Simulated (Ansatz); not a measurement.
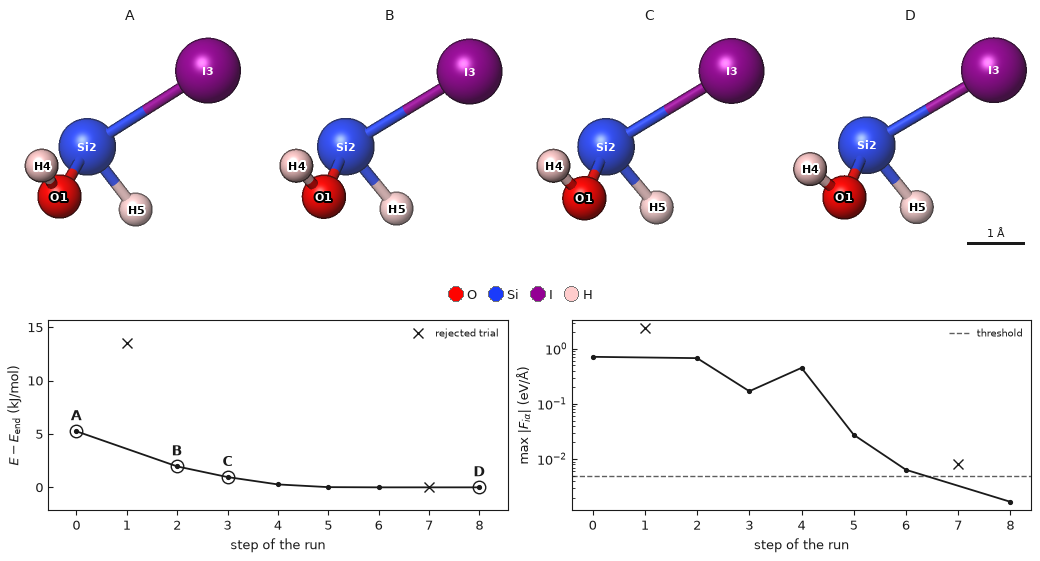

Frames of a relaxation of SiH2OI (charge −1), marked on the history of the run. Style: ball-and-stick. Shown from a free direction.

These are results of RKS PBE0-D4/def2-TZVPD (Ansatz 0.2.0), not measurements.

Input file:
```yaml
crystal:
  periodic: [false, false, false]
  atoms:
    - {symbol: O, position_ang: [-0.375690, -1.152970, 0.136440]}
    - {symbol: Si, position_ang: [0.542670, 0.013450, -0.699540]}
    - {symbol: I, position_ang: [-0.526940, 2.288930, 0.350530]}
    - {symbol: H, position_ang: [-1.303160, -1.138680, -0.073880]}
    - {symbol: H, position_ang: [1.663110, -0.010740, 0.286460]}
basis:
  gaussian: {orbitals: def2-TZVPD}
total_charge: -1
hamiltonian: {xc: pbe0, dispersion: d4}
relax: {f_tol: 0.005, max_steps: 200}
```

Command:
```bash
ansatz run in.yaml --threads 2 --pin off --events-out ev --progress --plain --max-ram 4352MiB
```

**What happens along the run?**

H4 moves most after the best rigid fit: 0.22 Å. Largest moves by element: H 0.22 Å, I 0.14 Å, O 0.13 Å, Si 0.09 Å. Some distances before and after: Si2–H5 1.493 → 1.536 Å, Si2–I3 2.725 → 2.745 Å, O1–Si2 1.704 → 1.716 Å, O1–H4 0.951 → 0.958 Å. Bond angles that change, for instance: Si2–O1–H4 114.0° → 109.3°, I3–Si2–H5 93.1° → 90.2°. Groups turn about O1–Si2 by about 25°. Over 6 accepted moves (8 points after the start) the energy falls by 5.26 kJ/mol. Largest force component: 0.72 eV/Å at the start, 0.0017 eV/Å at the end. The line search rejected the trial steps at points 1, 7 of the run. Cost: 36 s on 2 threads of Arm Neoverse V1, with other jobs on the host. From step 0 to 2: O and H atoms move most (0.10 Å), energy −3.29 kJ/mol. From step 2 to 3: H4 moves most (0.08 Å), energy −1.00 kJ/mol. From step 3 to 8: H4 moves most (0.08 Å), energy −0.96 kJ/mol.

| step | E − E(0), kJ/mol | largest force component, eV/Å | note |
| --- | --- | --- | --- |
| 0 | 0.00 | 0.7166 |  |
| 1 | 8.29 | 2.3490 | rejected |
| 2 | -3.29 | 0.6785 |  |
| 3 | -4.29 | 0.1703 |  |
| 4 | -4.98 | 0.4520 |  |
| 5 | -5.24 | 0.0276 |  |
| 6 | -5.26 | 0.0064 |  |
| 7 | -5.25 | 0.0080 | rejected |
| 8 | -5.26 | 0.0017 |  |
